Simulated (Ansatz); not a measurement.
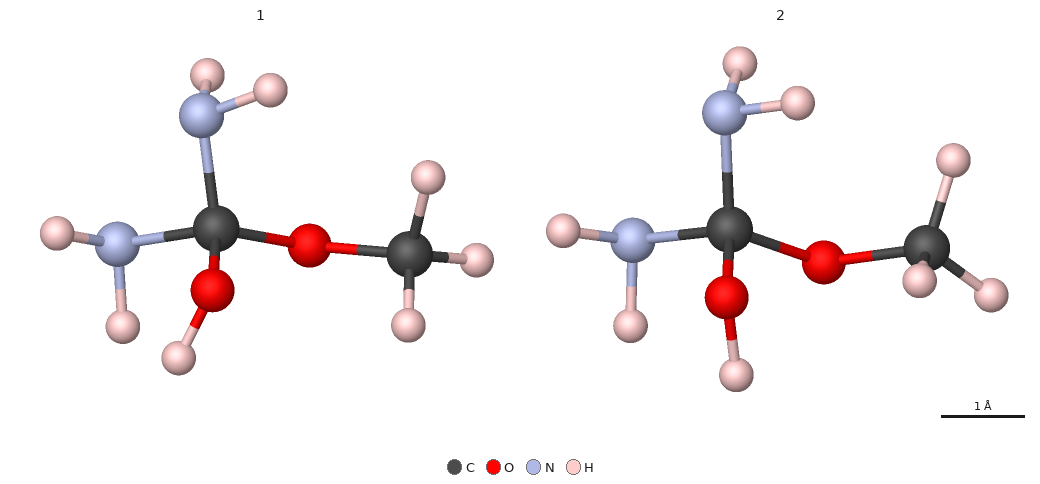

Two geometries of C2H8N2O2, drawn at one scale. One is the start of a relaxation, the other its converged end. The picture is a ball-and-stick view, seen face on.

The calculation used Ansatz, RKS r2SCAN/STO-3G. Settings: no spin polarisation; force threshold 0.015 eV/Å; at most 40 steps.

Q: Which geometry has the lower energy?

A: Structure 2 is the relaxed one. The run prepares an end point of a later path (inversion) calculation, from a guessed geometry. Over 10 accepted moves (11 points after the start) the energy falls by 175.2 kJ/mol. Largest force component: 5 eV/Å at the start, 0.008 eV/Å at the end. The line search rejected the trial step at point 10 of the run. An H atom moves most after the best rigid fit: 0.67 Å. By element the largest moves are H 0.67 Å, O 0.23 Å, N 0.19 Å, C 0.09 Å. Among the contacts that change: C–O 1.351 → 1.466 Å, C–N 1.412 → 1.508 Å, H–N 0.967 → 1.059 Å, C–O 1.381 → 1.471 Å. Bond angles that change, for instance: C–O–C 116.0° → 108.5°, H–N–H 110.2° → 102.7°, O–C–N 111.5° → 119.0°. Groups turn about C–O by about 35°. The run took 20 s on 1 thread of AMD EPYC 9R45 96-Core Processor (Zen 5) (shared host), peak memory 0.17 GiB.

Limits of the set-up: STO-3G is a minimal basis, so the numbers are rough.
